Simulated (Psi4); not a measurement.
# BHLYP/cc-pVDZ run of C4H10 (butane)

What is the energy change on altering one bond length of C4H10 (butane) at BHLYP/cc-pVDZ? 

The results are computed with Psi4 1.11.

3 further runs of the same task are left out: 1 that didn't finish, 2 set aside as unsound or not needed.

## 1. Starting point

C4H10 has 14 atoms, charge 0, and is taken as a singlet. As SMILES, `CCCC`. Geometry: relaxed at PBE0-D4/def2-TZVP. This is one conformer, not always the lowest.

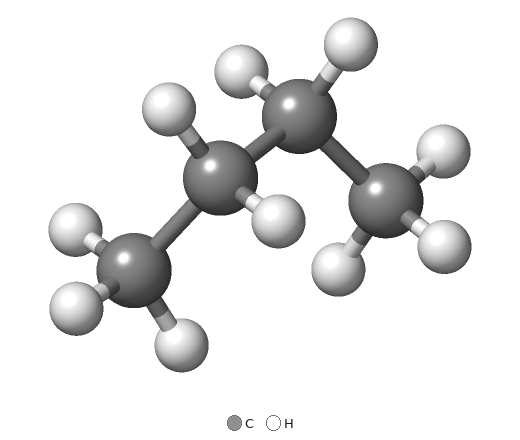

The structure, seen from a chosen angle (carbon grey, hydrogen white).

## 2. A single-point energy at BHLYP/cc-pVDZ

calc.inp

```
memory 1600 mb

molecule {
  0 1
  C     -0.840000     0.796620     1.171050
  C      0.298550    -0.186150     0.950140
  C      0.896890    -0.137880    -0.450670
  C     -0.068060    -0.550510    -1.550450
  H     -1.692760     0.584040     0.522230
  H     -1.198560     0.761460     2.202370
  H     -0.517220     1.822020     0.966930
  H      1.090590     0.013320     1.679630
  H     -0.052350    -1.204840     1.154760
  H      1.775930    -0.790240    -0.482010
  H      1.264890     0.876190    -0.648100
  H      0.421510    -0.550250    -2.527040
  H     -0.924290     0.124810    -1.615070
  H     -0.455120    -1.558610    -1.373770
  symmetry c1
  no_reorient
  no_com
}

set globals {
  puream               true
  e_convergence        1e-09
  d_convergence        1e-08
  scf_type             pk
  dft_radial_points    99
  dft_spherical_points 590
}

e, wfn = energy('bhhlyp/cc-pVDZ', return_wfn=True)
oeprop(wfn, 'DIPOLE', 'LOWDIN_CHARGES', 'QUADRUPOLE')
print_variables()
```

The run is started by

```bash
psi4 calc.inp calc.out -n 1
```

calc.out:

```text
[...]
  Running in c1 symmetry.
[...]
  Nuclear repulsion =  132.913391306505872
[...]
  Multiplicity = 1
[...]
  Nalpha       = 17
  Nbeta        = 17
[...]
    Number of basis functions: 106
[...]
   @RKS iter   1:  -158.05590181427328   -3.35205e-01   6.74860e-03 DIIS/ADIIS
[...]
   @RKS iter   9:  -158.34652737071232   -7.10827e-11   9.98384e-09 DIIS
[...]
    Orbital Energies [Eh]
    ---------------------
    Doubly Occupied:
       1A    -10.581576     2A    -10.581224     3A    -10.576723
       4A    -10.576717     5A     -0.907386     6A     -0.823919
       7A     -0.734789     8A     -0.650795     9A     -0.525915
      10A     -0.523585    11A     -0.481535    12A     -0.446097
      13A     -0.443732    14A     -0.418804    15A     -0.380929
      16A     -0.378437    17A     -0.378433
[...]
  @RKS Final Energy:  -158.34652737071232
   => Energetics <=
    Nuclear Repulsion Energy =            132.9133913065058721
    One-Electron Energy =                -474.1990231447264819
    Two-Electron Energy =                 196.1554508349275068
    DFT Exchange-Correlation Energy =     -13.2163463674191846
    Empirical Dispersion Energy =           0.0000000000000000
    VV10 Nonlocal Energy =                  0.0000000000000000
    Total Energy =                       -158.3465273707123231
[...]
 Multipole Moments:
 ------------------------------------------------------------------------------------
     Multipole            Electronic (a.u.)      Nuclear  (a.u.)        Total (a.u.)
 ------------------------------------------------------------------------------------
 L = 1.  Multiply by 2.5417464519 to convert [e a0] to [Debye]
 Dipole X            :         -2.6940380            2.7153475            0.0213095
 Dipole Y            :          0.7304993           -0.7362751           -0.0057758
 Dipole Z            :         -1.1255830            1.1344971            0.0089141
 Magnitude           :                                                    0.0238100
 L = 2.  Multiply by 1.3450342976 to convert [e a0^2] to [Debye ang]
 Quadrupole XX       :        -97.5074854           76.3396267          -21.1678587
 Quadrupole XY       :         27.1060600          -27.0141672            0.0918928
[...]
```

Wall time 40 s (1 thread of AMD EPYC 7R32 (Zen 2), shared host); peak memory 0.71 GiB.

## 3. The distorted shape, same level

input.json

```json
{
  "schema_name": "qcschema_input",
  "schema_version": 1,
  "molecule": {
    "schema_name": "qcschema_molecule",
    "schema_version": 2,
    "symbols": ["C", "C", "C", "C", "H", "H", "H", "H", "H", "H", "H", "H", "H", "H"],
    "geometry": [-1.9350531, 0.54731193, 2.39949297, 0.21649458, -1.30985421, 1.98203358, 1.34719331, -1.21863713, -0.66511368, -0.47629791, -1.99839483, -2.74339667, -3.54653595, 0.14559395, 1.17340087, -2.61263329, 0.48086916, 4.34840532, -1.3250873, 2.4850371, 2.01376208, 1.71323326, -0.93291054, 3.36056989, -0.44661031, -3.23489932, 2.36870934, 3.00833817, -2.45141887, -0.72433769, 2.39029568, 1.65575913, -1.2247315, 0.44885531, -1.9979035, -4.58888431, -2.09433811, -0.72222498, -2.86551078, -1.2077353, -3.90342773, -2.40951986],
    "molecular_charge": 0,
    "molecular_multiplicity": 1,
    "fix_symmetry": "c1",
    "fix_com": true,
    "fix_orientation": true
  },
  "driver": "energy",
  "model": {
    "method": "bhhlyp",
    "basis": "cc-pVDZ"
  },
  "keywords": {
    "reference": "rks",
    "puream": true,
    "e_convergence": 1e-09,
    "d_convergence": 1e-08,
    "scf_type": "pk",
    "dft_radial_points": 99,
    "dft_spherical_points": 590,
    "scf_properties": ["WIBERG_LOWDIN_INDICES", "DIPOLE", "QUADRUPOLE"]
  }
}
```

The run is started by

```bash
psi4 --qcschema input.json -n 1 --memory 1600MB
```

stdout:

```text
[...]
  Running in c1 symmetry.
[...]
  Nuclear repulsion =  131.145364632828034
[...]
  Multiplicity = 1
[...]
  Nalpha       = 17
  Nbeta        = 17
[...]
    Number of basis functions: 106
[...]
   @RKS iter   1:  -157.94857281018770   -4.39676e-01   6.93087e-03 ADIIS/DIIS
[...]
   @RKS iter  11:  -158.27171936257821   -2.24532e-12   2.31006e-09 DIIS
[...]
    Orbital Energies [Eh]
    ---------------------
    Doubly Occupied:
       1A    -10.629866     2A    -10.590576     3A    -10.585932
       4A    -10.578668     5A     -0.908907     6A     -0.827701
       7A     -0.737298     8A     -0.637487     9A     -0.530830
      10A     -0.519719    11A     -0.478046    12A     -0.452940
      13A     -0.447762    14A     -0.415160    15A     -0.388306
      16A     -0.385793    17A     -0.330243
[...]
  @RKS Final Energy:  -158.27171936257821
   => Energetics <=
    Nuclear Repulsion Energy =            131.1453646328280342
    One-Electron Energy =                -470.4942770753560808
    Two-Electron Energy =                 194.2216500160538146
    DFT Exchange-Correlation Energy =     -13.1444569361039711
    Empirical Dispersion Energy =           0.0000000000000000
    VV10 Nonlocal Energy =                  0.0000000000000000
    Total Energy =                       -158.2717193625782102
[...]
 Multipole Moments:
 ------------------------------------------------------------------------------------
     Multipole            Electronic (a.u.)      Nuclear  (a.u.)        Total (a.u.)
 ------------------------------------------------------------------------------------
 L = 1.  Multiply by 2.5417464519 to convert [e a0] to [Debye]
 Dipole X            :          8.6114485           -8.7581966           -0.1467481
 Dipole Y            :         32.0390537          -32.3529710           -0.3139173
 Dipole Z            :         -7.2170180            7.2899606            0.0729426
 Magnitude           :                                                    0.3541182
 L = 2.  Multiply by 1.3450342976 to convert [e a0^2] to [Debye ang]
 Quadrupole XX       :       -101.8835172           80.1027545          -21.7807627
 Quadrupole XY       :         15.1210397          -15.5013309           -0.3802912
[...]
```

The result, in JSON:

```text
{
 "driver": "energy",
 "model": {
  "method": "bhhlyp",
  "basis": "cc-pVDZ"
 },
 "success": true,
 "return_result": -158.2717193625782,
 "properties": {
  "calcinfo_nbasis": 106,
  "calcinfo_nmo": 106,
  "calcinfo_nalpha": 17,
  "calcinfo_nbeta": 17,
  "calcinfo_natom": 14,
  "nuclear_repulsion_energy": 131.14536463282803,
  "return_energy": -158.2717193625782,
  "scf_one_electron_energy": -470.4942770753561,
  "scf_two_electron_energy": 194.22165001605381,
  "scf_xc_energy": -13.144456936103971,
  "scf_dipole_moment": [-0.14674805430471594, -0.31391734702810226, 0.07294259939043002],
  "scf_total_energy": -158.2717193625782,
  "scf_iterations": 11
 }
}
```

Wall time 46 s (1 thread of AMD EPYC 7R32 (Zen 2), shared host); peak memory 0.72 GiB.

## 4. What came out

At BHLYP/cc-pVDZ:

```
                                                          quantity          value
                                         first shape: total energy  -158.34653 Eh
                                        first shape: dipole moment         0.06 D
                                          first shape: HOMO energy      -10.30 eV
                                          first shape: LUMO energy        2.67 eV
                                        first shape: HOMO–LUMO gap       12.96 eV
                                     distorted shape: total energy  -158.27172 Eh
                                    distorted shape: dipole moment         0.90 D
                                      distorted shape: HOMO energy       -8.99 eV
                                      distorted shape: LUMO energy        1.38 eV
                                    distorted shape: HOMO–LUMO gap       10.37 eV
energy change with the C3–H11 bond stretched from 1.097 to 1.645 Å       2.036 eV
```

In words: With the C3–H11 bond stretched from 1.097 to 1.645 Å the energy rises by 2.04 eV (47 kcal/mol). The first shape isn't relaxed at this level, so the change isn't measured from a minimum.
